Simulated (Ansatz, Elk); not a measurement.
**Li4BCl: X-ray structure factors from the self-consistent density**

Structure refinements treat a crystal as free atoms side by side. For a made-up structure of Li4BCl (cell and positions from a PBE relaxation) the runs below show what the calculated density changes in F(hkl).

Method: DFT, PBE, all-electron APW+lo, Dirac cores, scalar-relativistic bands, static density, no spin, in Elk 11.2.3 (patched build).

The structure was built from a prototype and need not be the compound's stable phase.

## 1. Starting point

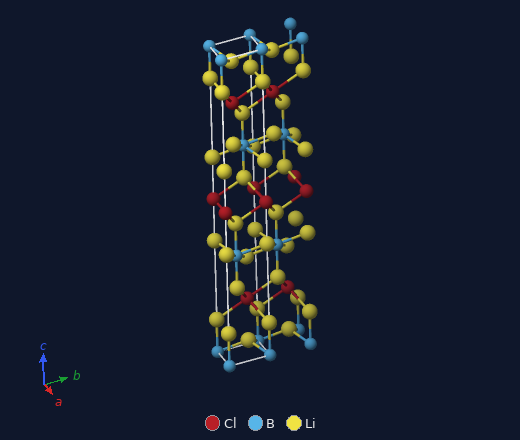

The cell as given, slightly off an axis (chlorine red, boron blue, lithium yellow). 1×2×1 cells are drawn. This picture shows the conventional cell, with its axes. Bonds to atoms that aren't drawn are left out. Some periodic images of atoms are drawn too.

Structure file:

```cif
data_structure
_symmetry_space_group_name_H-M 'P 1'
_symmetry_Int_Tables_number 1
_cell_length_a 7.7134
_cell_length_b 7.7134
_cell_length_c 7.7134
_cell_angle_alpha 28.794
_cell_angle_beta 28.794
_cell_angle_gamma 28.794
_cell_volume 94.14
loop_
_atom_site_label
_atom_site_type_symbol
_atom_site_fract_x
_atom_site_fract_y
_atom_site_fract_z
_atom_site_occupancy
Cl1 Cl 0.50000 0.50000 0.50000 1
B2 B 0.00000 0.00000 0.00000 1
Li3 Li 0.36366 0.36366 0.36366 1
Li4 Li 0.63634 0.63634 0.63634 1
Li5 Li 0.10565 0.10565 0.10565 1
Li6 Li 0.89435 0.89435 0.89435 1
```

## 2. Ground state and structure factors

An all-electron density is needed, since X-rays see the cores too. Task 0 finds the density and task 195 Fourier-transforms it; tshift is off so that phases refer to the origin typed.

The input, elk.in:

```
tasks
  0
  195

xctype
  20

spinpol
  .false.

rgkmax
  7.0

gmaxvr
  14.0

lmaxo
  7

lmaxapw
  8

swidth
  0.002

tshift
  .false.

ramdisk
  .false.

hmaxvr
  5.5

maxscl
  120

epspot
  1e-06

sppath
  './'

avec
  3.62424260544 2.09245744422 13.96247690392
  -3.62424260544 2.09245744422 13.96247690392
  0.00000000000 -4.18491488736 13.96247690408

atoms
  3
  'Cl.in'
  1
  0.5000000000 0.5000000000 0.5000000000   0.000000 0.000000 0.000000
  'B.in'
  1
  -0.0000000000 -0.0000000000 -0.0000000000   0.000000 0.000000 0.000000
  'Li.in'
  4
  0.3636558377 0.3636558377 0.3636558377   0.000000 0.000000 0.000000
  0.6363441623 0.6363441623 0.6363441623   0.000000 0.000000 0.000000
  0.1056457415 0.1056457415 0.1056457415   0.000000 0.000000 0.000000
  0.8943542585 0.8943542585 0.8943542585   0.000000 0.000000 0.000000

ngridk
  7 7 7
```

Command:

```
$ OMP_NUM_THREADS=4 elk
```

Numbers of over 12 decimals in the logs are rounded to 6 here.

What it wrote:

```text
┌─────────────────────────┐
│ Elk code version 11.2.3 │
└─────────────────────────┘

All units are atomic (Hartree, Bohr, etc.)

┌─────────────────────────────────────────────────┐
│ Ground-state run starting from atomic densities │
└─────────────────────────────────────────────────┘

Lattice vectors :
   3.624242605       2.092457444       13.96247690
  -3.624242605       2.092457444       13.96247690
   0.000000000      -4.184914887       13.96247690

Reciprocal lattice vectors :
  0.8668273611      0.5004630103      0.1500016879
 -0.8668273611      0.5004630103      0.1500016879
 -0.8415516832E-18  -1.000926021      0.1500016879

Unit cell volume      :    635.3128122
Brillouin zone volume :   0.3904379208

Muffin-tin inner radius fraction :   0.1000000000E-01

Nuclei treated as point charges

Species : 1 (Cl)
 parameters loaded from : Cl.in
 name : chlorine
 nuclear charge    :   -17.00000000
 electronic charge :    17.00000000
 atomic mass :    64626.86550
 muffin-tin radius :    2.200000000
 number of radial points in muffin-tin :    793
 inner part over the whole radius :   0.9992010025E-02
 number on inner part of muffin-tin    :    555
 approximate nuclear radius :   0.6305718926E-04
 number of mesh points to nuclear radius :    253
 atomic positions (lattice), magnetic fields (Cartesian) :
  1 :   0.50000000  0.50000000  0.50000000    0.00000000  0.00000000  0.00000000

Species : 2 (B)
 parameters loaded from : B.in
 name : boron
 nuclear charge    :   -5.000000000
 electronic charge :    5.000000000
 atomic mass :    19707.24742
 muffin-tin radius :    1.800000000
 number of radial points in muffin-tin :    593
 inner part over the whole radius :   0.9957276294E-02
 number on inner part of muffin-tin    :    405
 approximate nuclear radius :   0.4534157419E-04
 number of mesh points to nuclear radius :    161
 atomic positions (lattice), magnetic fields (Cartesian) :
  1 :   0.00000000  0.00000000  0.00000000    0.00000000  0.00000000  0.00000000

Species : 3 (Li)
 parameters loaded from : Li.in
 name : lithium
 nuclear charge    :   -3.000000000
 electronic charge :    3.000000000
 atomic mass :    12652.66898
 muffin-tin radius :    1.800000000
 number of radial points in muffin-tin :    593
 inner part over the whole radius :   0.9806707936E-02
 number on inner part of muffin-tin    :    401
 approximate nuclear radius :   0.4000070961E-04
 number of mesh points to nuclear radius :    148
 atomic positions (lattice), magnetic fields (Cartesian) :
  1 :   0.36365584  0.36365584  0.36365584    0.00000000  0.00000000  0.00000000
  2 :  -0.36365584 -0.36365584 -0.36365584    0.00000000  0.00000000  0.00000000
  3 :   0.10564574  0.10564574  0.10564574    0.00000000  0.00000000  0.00000000
  4 :  -0.10564574 -0.10564574 -0.10564574    0.00000000  0.00000000  0.00000000

Total number of atoms per unit cell :    6
Total muffin-tin volume :    166.7473605
 ratio of muffin-tin to unit cell volume :   0.2624649736

Spin treatment :
 spin-unpolarised

Number of Bravais lattice symmetries :   12
Number of crystal symmetries         :   12
Crystal has inversion symmetry
Real symmetric eigensolver will be used

k-point grid :      7     7     7
k-point offset :    0.000000000       0.000000000       0.000000000
k-point set is reduced with full crystal symmetry group
Total number of k-points :       44

Muffin-tin radius times maximum |G+k| :    7.000000000
 using average radius
Maximum |G+k| for APW functions       :    3.750000000
Maximum (1/2)|G+k|²                   :    7.031250000
Maximum |G| for potential and density :    14.00000000
Constant for pseudocharge density :    8
 order of it for each species :   15  15  15
 order of it for pair densities of each species (exact exchange by exxq0 0: 16) :   14   9   9
Radial integration step length :    1

G-vector grid sizes :     70    70    70
Number of G-vectors :    29427

Maximum angular momentum used for
 APW functions            :    8
 outer part of muffin-tin :    7
[...]
Estimated direct band gap   :   0.1887162305E-02
 at k-point 21

Charges :
 core                        :    12.00000000
 valence                     :    22.00000000
 interstitial                :    5.791193415
 muffin-tins (core leakage)
  species : 1 (Cl)
   atom 1                    :    15.55904260     (  0.1500093951E-04)
  species : 2 (B)
   atom 1                    :    4.094121376     (  0.6506596225E-04)
  species : 3 (Li)
   atom 1                    :    2.182762391     (   0.000000000    )
   atom 2                    :    2.182762391     (   0.000000000    )
[...]
total in muffin-tins        :    28.20880659
 total calculated charge     :    33.99992364
 total charge                :    34.00000000
 error                       :   0.7636495612E-04

RMS change in Kohn-Sham potential (target) :    10.95752973     (  0.1000000000E-05)
Absolute change in total energy (target)   :   0.5853142333     (  0.1000000000E-03)

[... loops 3 to 16 left out ...]

┌──────────────────┐
│ Loop number : 17 │
└──────────────────┘

Energies :
 Fermi                       :     0.92525896498308E-01
 sum of occupied eigenvalues :     -287.81280353253
 electron kinetic            :      518.37914557533
 core electron kinetic       :      466.48532830096
 Coulomb                     :     -995.12939464778
 Coulomb potential           :     -754.94162404183
 nuclear-nuclear             :     -77.719146209514
 electron-nuclear            :     -1081.1050807835
 Hartree                     :      163.69483234522
 Madelung                    :     -617.65858262686
 xc potential                :     -51.250325066035
 exchange                    :     -38.606325416915
 correlation                 :     -1.134556
 electron entropic           :    -0.10969667924927E-02
 total energy                :     -516.49222781060

Density of states at Fermi energy :    85.50477040
 (states/Hartree/unit cell)

Estimated indirect band gap :   0.8485728537E-03
 from k-point 16 to k-point 40
Estimated direct band gap   :   0.1938617422E-01
 at k-point 34

Charges :
 core                        :    12.00000000
 valence                     :    22.00000000
 interstitial                :    5.998437585
 muffin-tins (core leakage)
  species : 1 (Cl)
   atom 1                    :    15.70349951     (  0.1506076749E-04)
  species : 2 (B)
   atom 1                    :    3.676599742     (  0.6593211013E-04)
  species : 3 (Li)
[...]
total in muffin-tins        :    28.00156241
 total calculated charge     :    33.99992467
 total charge                :    34.00000000
 error                       :   0.7533411195E-04

RMS change in Kohn-Sham potential (target) :   0.5259894017E-06 (  0.1000000000E-05)
Absolute change in total energy (target)   :   0.6140813866E-06 (  0.1000000000E-03)

Convergence targets achieved

┌──────────────────┐
│ Loop number : 18 │
└──────────────────┘

Energies :
 Fermi                       :     0.92525881495364E-01
 sum of occupied eigenvalues :     -287.81280367303
 electron kinetic            :      518.37914563889
 core electron kinetic       :      466.48532832634
 Coulomb                     :     -995.12939483121
 Coulomb potential           :     -754.94162411831
 nuclear-nuclear             :     -77.719146209514
 electron-nuclear            :     -1081.1050810816
 Hartree                     :      163.69483245989
 Madelung                    :     -617.65858277206
 xc potential                :     -51.250325193607
 exchange                    :     -38.606325408440
 correlation                 :     -1.134556
 electron entropic           :    -0.10969667891497E-02
 total energy                :     -516.49222792640

Density of states at Fermi energy :    85.50477034
 (states/Hartree/unit cell)

Estimated indirect band gap :   0.8485722604E-03
 from k-point 16 to k-point 40
Estimated direct band gap   :   0.1938617413E-01
 at k-point 34

Charges :
 core                        :    12.00000000
 valence                     :    22.00000000
 interstitial                :    5.998437606
 muffin-tins (core leakage)
  species : 1 (Cl)
   atom 1                    :    15.70349951     (  0.1506076646E-04)
  species : 2 (B)
   atom 1                    :    3.676599731     (  0.6593210919E-04)
  species : 3 (Li)
[...]
atom 2                    :    2.185115453     (   0.000000000    )
   atom 3                    :    2.125616124     (   0.000000000    )
   atom 4                    :    2.125616124     (   0.000000000    )
 total in muffin-tins        :    28.00156239
 total calculated charge     :    33.99992467
 total charge                :    34.00000000
 error                       :   0.7533412172E-04

┌──────────────────────────────┐
│ Self-consistent loop stopped │
└──────────────────────────────┘

Wrote STATE.OUT
```

The job ended after 53 s (4 threads of Arm Neoverse V2, shared host; peak memory 0.25 GiB; 2.7 min of CPU time).

SFACRHO.OUT:

```text

h k l indices transformed by vhmat matrix:
   1.000000000       0.000000000       0.000000000    
   0.000000000       1.000000000       0.000000000    
   0.000000000       0.000000000       1.000000000    

      h      k      l  multipl.   |H|            Re(F)            Im(F)           |F|

      0      0      0      1   0.0000000       34.000000     -0.26145533E-16   34.000000    
     -1     -1     -1      2  0.45000506      -8.9590870     -0.57859833E-14   8.9590870    
     -2     -2     -2      2  0.90001013       16.986127      0.10745397E-13   16.986127    
     -1      0      0      6   1.0121035      -9.5885890     -0.13776151E-14   9.5885890    
      0     -1     -1      6   1.0449186       17.352267     -0.27552301E-15   17.352267    
      1      2      1      6   1.1669880       9.3052836     -0.16806904E-13   9.3052836    
      2      2      1      6   1.2507460      -11.658139      0.32373954E-14   11.658139    
     -3     -3     -3      2   1.3500152      -6.7334728     -0.20939749E-13   6.7334728    
      2      2      3      6   1.4506473      -12.510262     -0.55104602E-15   12.510262    
     -2     -3     -3      6   1.5626533       17.954016     -0.38022176E-13   17.954016    
      0      1     -1      6   1.7336547       18.938075     -0.40425477E-14   18.938075    
      0     -1     -2     12   1.7911067      -6.6711900     -0.55104602E-14   6.6711900    
     -4     -4     -4      2   1.8000203       9.6650369      0.22868410E-13   9.6650369    
      3      3      4      6   1.8033035       13.020339     -0.69569561E-14   13.020339    
      3      4      4      6   1.9298741      -3.1710740      0.67778661E-13   3.1710740    
      2      1      3     12   1.9533502       10.868081     -0.92300209E-14   10.868081    
      1     -1     -1      6   2.0074641      -7.0946652      0.28929916E-14   7.0946652    
      0      0      2      6   2.0242069       11.701164      0.66125523E-14   11.701164
```

Elk indexes on the primitive cell of elk.in and gives |H| = 4π sin θ/λ in inverse bohr. Below, one row stands for each form hkl of the conventional cell (m members, Friedel mates merged), F is for one primitive cell and the density is static (no thermal factor). Free-atom factors are Waasmaier and Kirfel's, and R is Σm||F|−|F'||/Σm|F|.

```csv
hkl,m,sin θ/λ (Å⁻¹),"abs F, DFT",neutral atoms,diff.
003,2,0.068,8.959,9.424,-0.465
006,2,0.135,16.986,16.619,+0.367
101,6,0.152,9.589,9.736,-0.147
012,6,0.157,17.352,16.944,+0.408
104,6,0.175,9.305,9.060,+0.246
015,6,0.188,11.658,11.543,+0.116
009,2,0.203,6.734,6.427,+0.307
107,6,0.218,12.510,12.425,+0.085
018,6,0.235,17.954,18.051,-0.097
110,6,0.261,18.938,18.985,-0.047
113,12,0.269,6.671,6.682,-0.011
0 0 12,2,0.271,9.665,9.868,-0.203
1 0 10,6,0.271,13.020,13.175,-0.154
0 1 11,6,0.290,3.171,3.055,+0.116
```

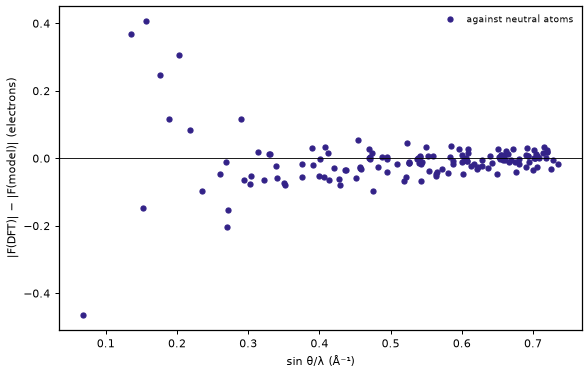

Difference between the calculated structure factors and the independent-atom ones.

## 3. The highest occupied states alone

An energy window below the Fermi level keeps the highest occupied states, to see at which angles they scatter; shallow core shells can lie inside it and anion s states outside. No new self-consistency is needed.

Edit elk.in of step 2 so:

```diff
@@ -1,3 +1,2 @@
 tasks
-  0
   195
@@ -40,2 +39,5 @@
 
+wsfac
+  -0.274970 0.392530
+
 sppath
```

Command:

```
$ OMP_NUM_THREADS=4 elk
```

What it wrote:

```text
┌─────────────────────────────────┐
│ Elk code version 11.2.3 started │
└─────────────────────────────────┘

Info(readinput): the functional depends on the density's gradient
 muffin-tin radial points multiplied by    2.00000
 (not where nrmtscf is given)

┌────────────────────┐
│ Current task : 195 │
└────────────────────┘

Info(sfacrho): density structure factors written to SFACRHO.OUT

 Energy window :  -0.2749700000      0.3925300000

┌──────────────────┐
│ Elk code stopped │
└──────────────────┘
```

Run time: 7.7 s. Hardware: 4 threads; peak memory 0.18 GiB.

States within 10 eV below the Fermi level hold 12.00 electrons; any levels below the window count with the cores. Their amplitudes can exceed the total, where window and core parts have opposite phase:

```csv
hkl,sin θ/λ (Å⁻¹),"abs F, window","abs F, all"
003,0.068,0.894,8.959
006,0.135,4.850,16.986
101,0.152,1.106,9.589
012,0.157,4.173,17.352
104,0.175,3.376,9.305
015,0.188,1.063,11.658
009,0.203,1.148,6.734
107,0.218,0.778,12.510
018,0.235,1.424,17.954
110,0.261,1.010,18.938
```

## 4. Another functional

The difference from free atoms is small, so it is set against the change that PBEsol makes.

Edit elk.in of step 3 so:

```diff
@@ -1,2 +1,3 @@
 tasks
+  0
   195
@@ -4,3 +5,3 @@
 xctype
-  20
+  22
 
@@ -39,5 +40,2 @@
 
-wsfac
-  -0.274970 0.392530
-
 sppath
```

Command:

```
$ OMP_NUM_THREADS=4 elk
```

What it wrote:

```text
┌─────────────────────────┐
│ Elk code version 11.2.3 │
└─────────────────────────┘

All units are atomic (Hartree, Bohr, etc.)

┌─────────────────────────────────────────────────┐
│ Ground-state run starting from atomic densities │
└─────────────────────────────────────────────────┘

Lattice vectors :
   3.624242605       2.092457444       13.96247690
  -3.624242605       2.092457444       13.96247690
   0.000000000      -4.184914887       13.96247690

Reciprocal lattice vectors :
  0.8668273611      0.5004630103      0.1500016879
[...]
atom 1                    :    15.68192327     (  0.1519385692E-04)
  species : 2 (B)
   atom 1                    :    3.663604745     (  0.6837471763E-04)
  species : 3 (Li)
[...]
atom 3                    :    2.124936721     (   0.000000000    )
   atom 4                    :    2.124936721     (   0.000000000    )
 total in muffin-tins        :    27.96629974
 total calculated charge     :    33.99992273
 total charge                :    34.00000000
 error                       :   0.7726576420E-04

┌──────────────────────────────┐
│ Self-consistent loop stopped │
└──────────────────────────────┘

Wrote STATE.OUT
[key lines of the parts left out:]
total energy                :     -515.43371907091
```

Elapsed: 52 s, on 4 threads; peak memory 0.26 GiB; 2.7 min of CPU time.

Against the first run R = 0.13 %; the largest change is -0.038 at 012.

## 5. Basis size

The basis and the expansions that go with it are enlarged, to see whether the differences are converged.

Edit elk.in of step 4 so:

```diff
@@ -5,3 +5,3 @@
 xctype
-  22
+  20
 
@@ -11,12 +11,12 @@
 rgkmax
-  7.0
+  8.5
 
 gmaxvr
-  14.0
+  18.0
 
 lmaxo
-  7
+  9
 
 lmaxapw
-  8
+  10
```

Command:

```
$ OMP_NUM_THREADS=4 elk
```

What it wrote:

```text
┌─────────────────────────┐
│ Elk code version 11.2.3 │
└─────────────────────────┘

All units are atomic (Hartree, Bohr, etc.)

┌─────────────────────────────────────────────────┐
│ Ground-state run starting from atomic densities │
└─────────────────────────────────────────────────┘

Lattice vectors :
   3.624242605       2.092457444       13.96247690
  -3.624242605       2.092457444       13.96247690
   0.000000000      -4.184914887       13.96247690

Reciprocal lattice vectors :
  0.8668273611      0.5004630103      0.1500016879
[...]
atom 1                    :    15.70396822     (  0.1506567826E-04)
  species : 2 (B)
   atom 1                    :    3.676995444     (  0.6593939466E-04)
  species : 3 (Li)
[...]
atom 3                    :    2.125638136     (   0.000000000    )
   atom 4                    :    2.125638136     (   0.000000000    )
 total in muffin-tins        :    28.00264076
 total calculated charge     :    33.99991910
 total charge                :    34.00000000
 error                       :   0.8090498247E-04

┌──────────────────────────────┐
│ Self-consistent loop stopped │
└──────────────────────────────┘

Wrote STATE.OUT
[key lines of the parts left out:]
total energy                :     -516.49272976932
```

Elapsed: 3.1 min, on 4 threads; peak memory 0.54 GiB; 10 min of CPU time.

Against the first run R = 0.00 %; the largest change is -0.001 at 3 0 18.

## 6. Settings against the effect

```csv
run,R against the first run (%),"R against neutral atoms, low angle (%)",wall time
"PBE, rgkmax 7",0.00,1.24,53 s
PBEsol,0.13,1.21,52 s
rgkmax 8.5 with larger expansions,0.00,1.24,3.1 min
```

## 7. What came out

```yaml
r_against_neutral_atoms_sin_theta_lambda_0p3_a_minus1: 1.24 %
r_against_neutral_atoms_0p3_to_0p74_a_minus1: 0.33 %
```

What this shows: Independent neutral atoms miss the calculated amplitudes by R = 1.24 % below 0.3 Å⁻¹ and 0.33 % from there to 0.74 Å⁻¹; by shells, 3.21 % below 0.15 Å⁻¹ (2 forms), 1.13 % 0.15 to 0.3 (13 forms), 0.50 % 0.3 to 0.45 (25 forms), 0.29 % above 0.45 (109 forms). Bonding, aspherical density and the tables' own atoms all enter these figures, and the runs don't part them. The largest change of an amplitude is -0.47 electrons, at 003. The window's part falls from 12.0 electrons at the origin to at most 0.18 between 0.45 and 0.74 Å⁻¹. Below 0.3 Å⁻¹ the changes that finished (PBEsol and rgkmax 8.5 with larger expansions) move F by R = 0.11 % at most, against the 1.24 % that separates it from free atoms. The k-mesh has no finished test. Part of the difference isn't bonding: the tables are fits to free atoms and ions calculated by other methods than this functional. Thermal motion, anomalous dispersion and extinction are left out.

[Logs are printed without paths, hosts, clocks, repeated set-up lines and the standing remarks that a program may print on its own settings, such as how far it seeks lower states.]

[Hosts, paths, dates, database ids (printed as entryN), source tags and the programs' standing remarks are cut or masked in the printed files.]
